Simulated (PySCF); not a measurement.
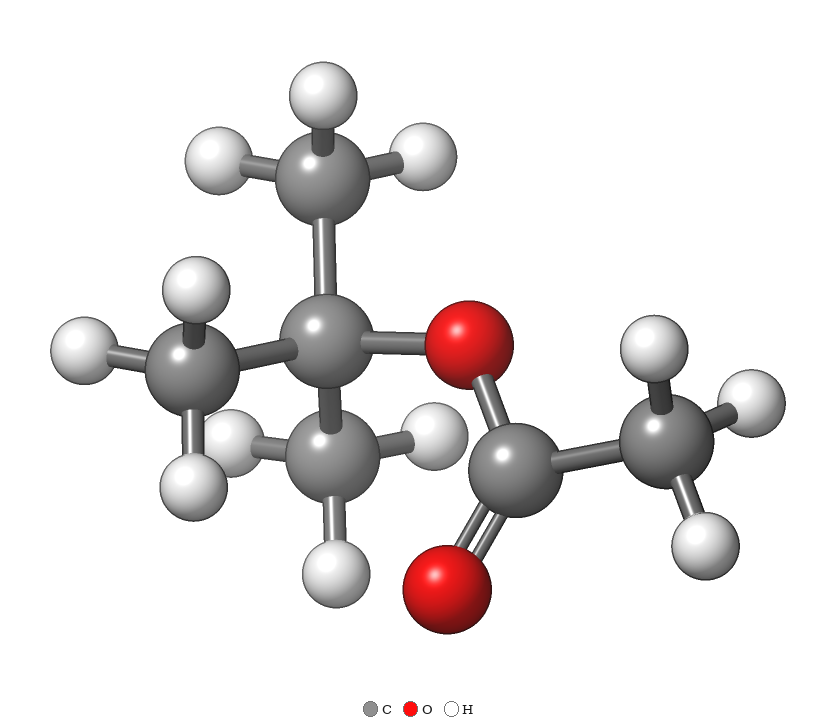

The picture shows a molecular structure as a ball-and-stick model. Multiple sticks mark multiple bonds (one Kekulé form).

> Give the formula.

C6H12O2, 20 atoms: 6 carbon, 12 hydrogen and 2 oxygen.

> Name some functional groups or characteristic bonds that it holds.

Among them: ester.

The parts below concern this one geometry. Atoms keep their numbers from picture to picture. Computed geometry: PBE0-D3(BJ)/def2-SVP optimisation. No frequency run is at hand to confirm it as a minimum.

### Excitation

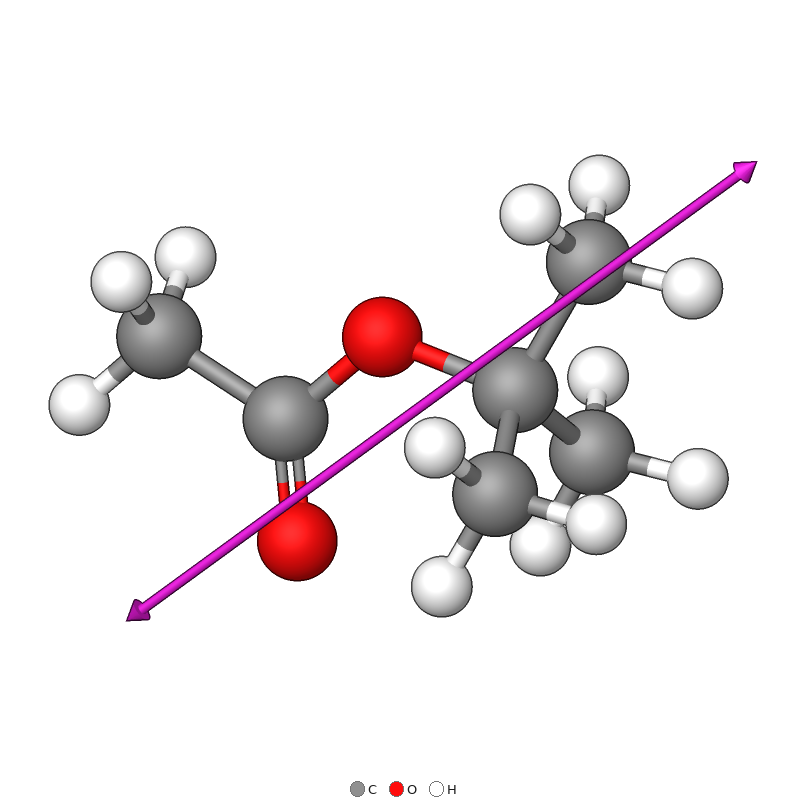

The double arrow shows the direction of the transition dipole to excited singlet state 3 (its length means nothing). No frequency run is at hand to confirm it as a minimum. Method: TDDFT CAM-B3LYP/def2-SVPD, vertical, gas phase, core orbitals frozen in the response (PySCF 2.14.0).

> Give its energy, strength and character.

8.12 eV (153 nm), oscillator strength 0.11, mainly HOMO−1 → LUMO+1 (weight 0.90); transition dipole 1.85 D.

### Quadrupole coupling

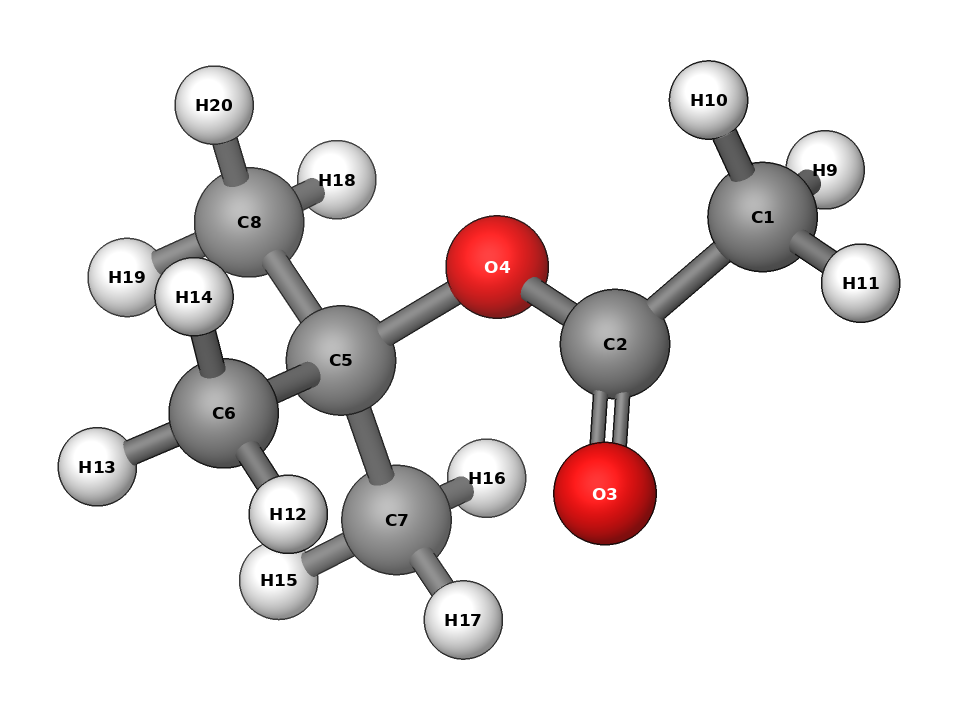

No frequency run is at hand to confirm it as a minimum. Electric field gradients from the ground-state density, PBE0/pcSseg-1 (PySCF 2.14.0), non-relativistic apart from any core potentials.

Give the largest field-gradient component, the quadrupole coupling constant and the asymmetry for 17O at O3 (Q = −25.6 mb), 17O at O4 (Q = −25.6 mb), 2H at H9 (Q = 2.86 mb), 2H at H10 (Q = 2.86 mb), 2H at H11 (Q = 2.86 mb), 2H at H12 (Q = 2.86 mb).

| atom | V_zz (a.u.) | e²qQ/h (MHz) | η |
| --- | --- | --- | --- |
| O3 | −1.671 | 10.05 | 0.15 |
| O4 | 1.700 | −10.22 | 0.29 |
| H9 | 0.292 | 0.196 | 0.03 |
| H10 | 0.292 | 0.196 | 0.03 |
| H11 | 0.296 | 0.199 | 0.02 |
| H12 | 0.290 | 0.195 | 0.01 |

### NMR shielding

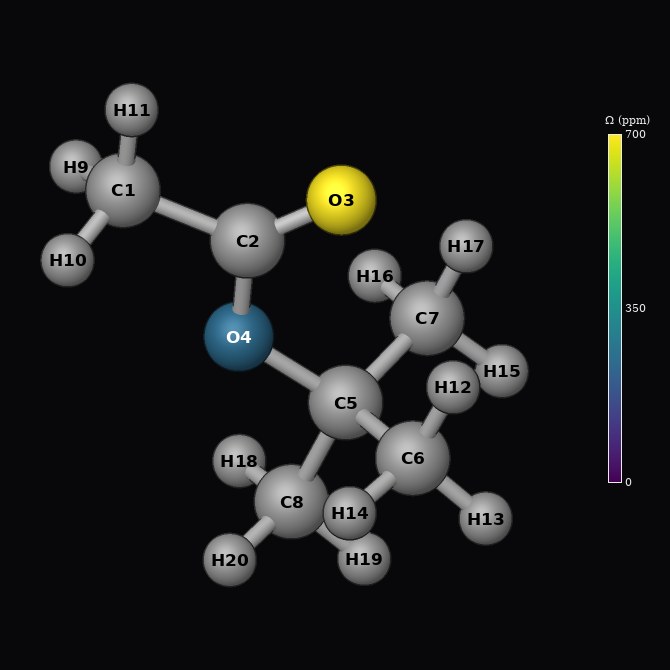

The O atoms are coloured by the span of their shielding tensor. No frequency run is at hand to confirm it as a minimum. Properties computed with GIAO PBE0/pcSseg-1 NMR shielding, non-relativistic, gas phase (PySCF 2.14.0). Principal shieldings σ11 ≤ σ22 ≤ σ33, span Ω = σ33 − σ11, skew κ = 3(σiso − σ22)/Ω.

> Which O atom has the most anisotropic shielding?

O3, with a span of 697 ppm.

Give the shielding tensors of the O atoms.

| atom | σ11 | σ22 | σ33 | σiso | Ω | κ |
| --- | --- | --- | --- | --- | --- | --- |
| O3 | −421.8 | −224.0 | 274.8 | −123.7 | 696.6 | 0.43 |
| O4 | −63.1 | 144.2 | 181.6 | 87.6 | 244.8 | −0.69 |

Shieldings and span in ppm.
